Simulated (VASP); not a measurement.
Band structure of LiH (rock salt). Method: AM05 GGA, VASP's PBE PAW potentials (set 64) (plane waves; VASP 6.6.1).

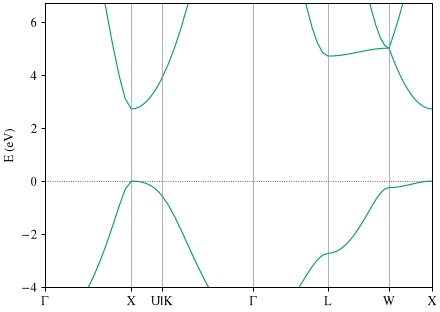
Fig. 1. Bands along high-symmetry lines, zero at the valence-band maximum or, without a gap, the Fermi level

Q: Read the plot: is there a gap, and where are the band edges?

A: The gap is direct, 2.72 eV, from the valence maximum at X to the conduction minimum at X. (Edges off the drawn lines would not show.)

The compound is LiH in the rock salt structure. It was relaxed first, which changed the volume by -6 %.
